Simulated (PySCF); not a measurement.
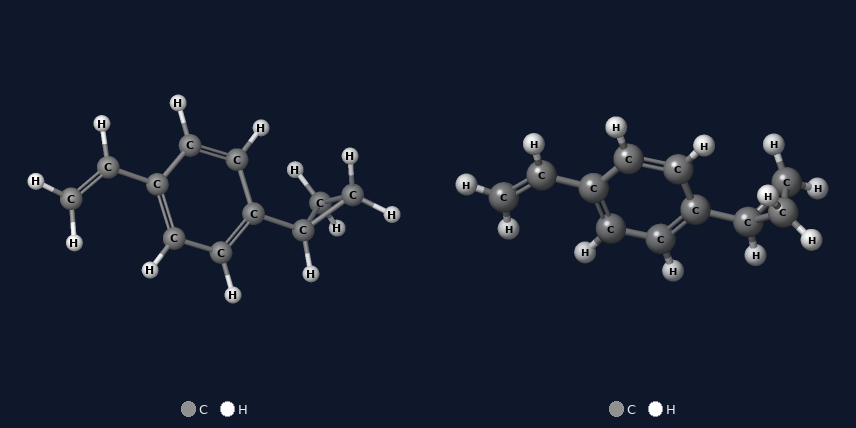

Two views of one molecule.

The geometry was computed by an optimisation with PBE0-D3(BJ)/def2-SVP. No frequency run is at hand to confirm it as a minimum.

What is the molecular formula?

C₁₁H₁₂, 23 atoms: 11 carbon and 12 hydrogen.

Count the bonded pairs by element.

12 C–C, 12 C–H.

Does it have rings?

Independent rings (smallest set): 1 of 3 members, 1 of 6 members, 1 of them aromatic.

Name some functional groups or characteristic bonds that it holds.

Among them: alkene.

The parts below concern this one geometry. Atoms keep their numbers from picture to picture.

### Shape

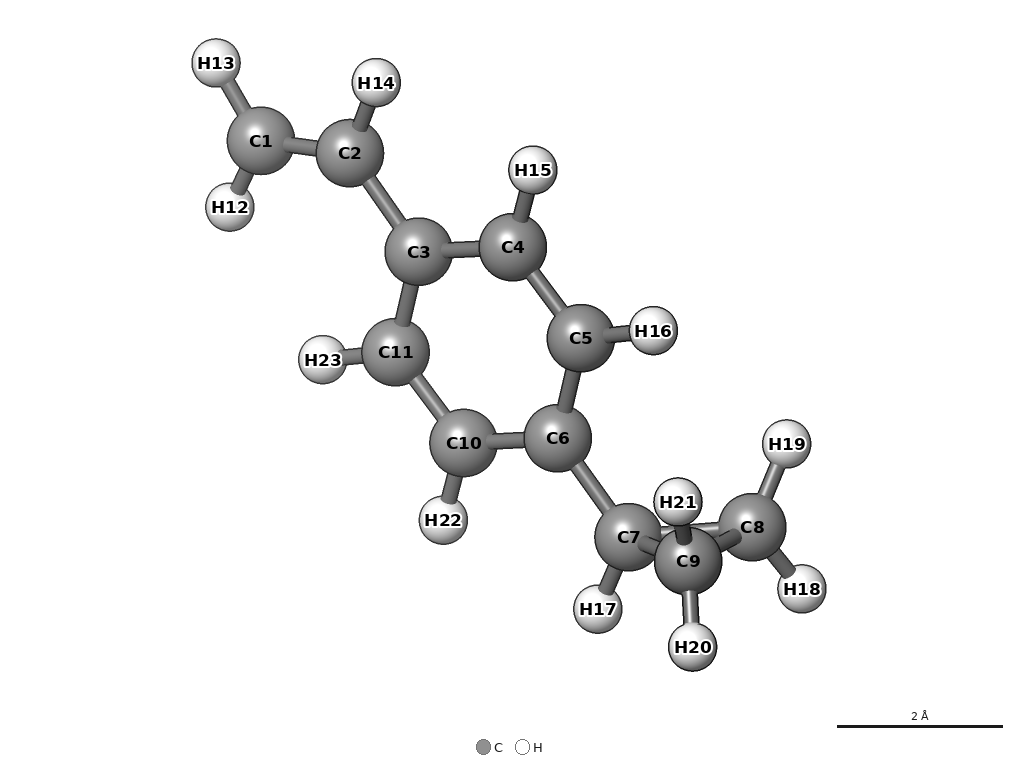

Numbered structure. No frequency run is at hand to confirm it as a minimum.

Give the bond lengths. Leave out bonds to hydrogen.

| bond | length (Å) | order |
| --- | --- | --- |
| C1–C2 | 1.339 | double |
| C2–C3 | 1.467 | single |
| C3–C4 | 1.403 | aromatic |
| C3–C11 | 1.403 | aromatic |
| C4–C5 | 1.390 | aromatic |
| C5–C6 | 1.401 | aromatic |
| C6–C7 | 1.485 | single |
| C6–C10 | 1.402 | aromatic |
| C7–C8 | 1.509 | single |
| C7–C9 | 1.508 | single |
| C8–C9 | 1.491 | single |
| C10–C11 | 1.388 | aromatic |

### NMR shielding

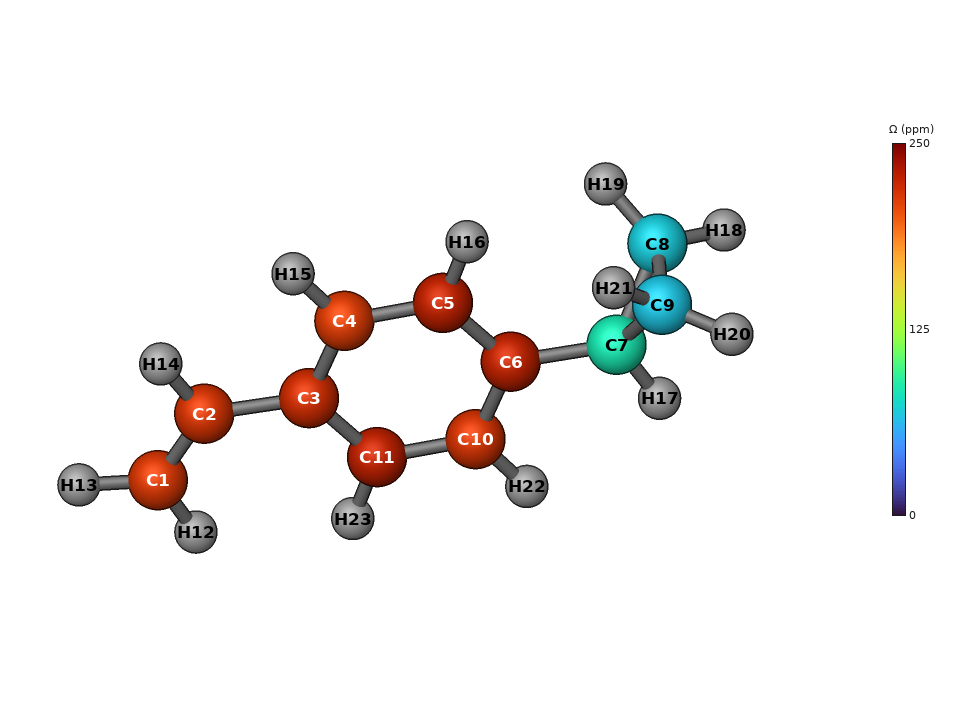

The C atoms are coloured by the span of their shielding tensor. No frequency run is at hand to confirm it as a minimum. Properties computed with GIAO PBE0/pcSseg-1 NMR shielding, non-relativistic, IEF-PCM cyclohexane (PySCF 2.14.0). Principal shieldings σ11 ≤ σ22 ≤ σ33, span Ω = σ33 − σ11, skew κ = 3(σiso − σ22)/Ω.

Give the shielding tensors of the C atoms.

| atom | σ11 | σ22 | σ33 | σiso | Ω | κ |
| --- | --- | --- | --- | --- | --- | --- |
| C1 | −44.6 | 75.7 | 169.2 | 66.8 | 213.9 | −0.13 |
| C2 | −75.0 | 53.9 | 140.6 | 39.9 | 215.6 | −0.20 |
| C3 | −45.9 | 11.4 | 173.7 | 46.4 | 219.6 | 0.48 |
| C4 | −52.0 | 37.9 | 159.0 | 48.3 | 211.0 | 0.15 |
| C5 | −47.1 | 45.8 | 178.7 | 59.1 | 225.8 | 0.18 |
| C6 | −56.2 | −13.9 | 168.7 | 32.9 | 224.9 | 0.62 |
| C7 | 135.3 | 145.8 | 220.5 | 167.2 | 85.3 | 0.75 |
| C8 | 134.2 | 171.3 | 203.6 | 169.7 | 69.4 | −0.07 |
| C9 | 136.7 | 171.2 | 203.7 | 170.6 | 67.0 | −0.03 |
| C10 | −56.8 | 49.7 | 158.1 | 50.4 | 214.9 | 0.01 |
| C11 | −47.8 | 40.8 | 178.5 | 57.2 | 226.4 | 0.22 |

Shieldings and span in ppm.

### Electronic properties

No frequency run is at hand to confirm it as a minimum. Properties computed with PBE0/pcSseg-1 in cyclohexane (IEF-PCM) (PySCF 2.14.0).

What is the HOMO–LUMO gap?

5.21 eV.

Estimate the dipole moment.

1.02 D.

Give the HOMO energy (Kohn–Sham orbital) at this level.

−6.24 eV.

### Charges

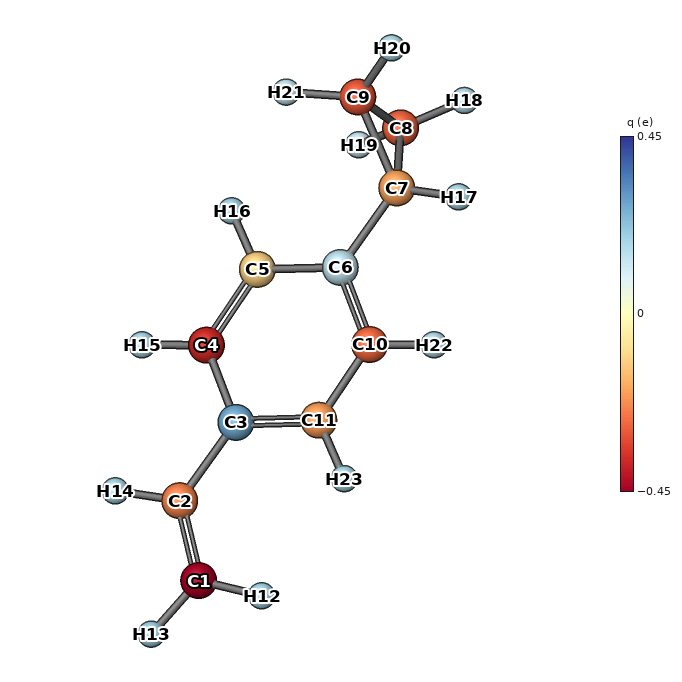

Atoms are coloured by their ESP-fitted charges. No frequency run is at hand to confirm it as a minimum. Properties computed with PBE0/pcSseg-1 in cyclohexane (IEF-PCM) (PySCF 2.14.0).

Give the ESP-fitted charges atom by atom.

```
atom  value (e)
  C1      −0.44
  C2      −0.24
  C3       0.27
  C4      −0.37
  C5      −0.12
  C6       0.14
  C7      −0.19
  C8      −0.28
  C9      −0.30
 C10      −0.27
 C11      −0.20
 H12       0.19
 H13       0.20
 H14       0.18
 H15       0.18
 H16       0.18
 H17       0.17
 H18       0.15
 H19       0.12
 H20       0.16
 H21       0.13
 H22       0.16
 H23       0.18
```
